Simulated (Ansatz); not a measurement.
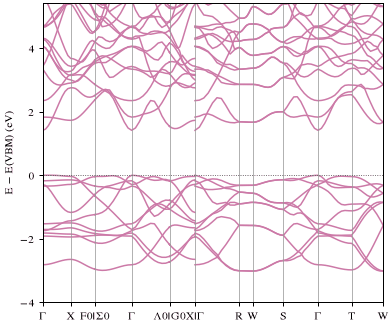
Figure: Band structure from PBEsol in the plane-wave PAW code Ansatz

**Question.** Read off the gap and where the band edges lie.

**Answer.** About 1.4 eV (1.42 eV by a search for the band edges); maximum on the Γ–X line, 25 % of the way from Γ, minimum at Γ.

The material is K₂NaGaP₂ in space group Ibam (No. 72; K on 8j, Na on 4a, Ga on 4b, P on 8j).

The workflow started from a Materials Project entry (that database holds measured and hypothetical structures alike); the Crystallography Open Database files this formula in space group No. 72, but the cells were not matched. Its standing as an ambient phase is unchecked. Symmetry was held in the PBEsol relaxation; whether a distortion lowers the energy is not shown. Scalar-relativistic: spin–orbit coupling is off unless named, which matters more the heavier the elements.

Potentials: the later of the program's two PAW sets.
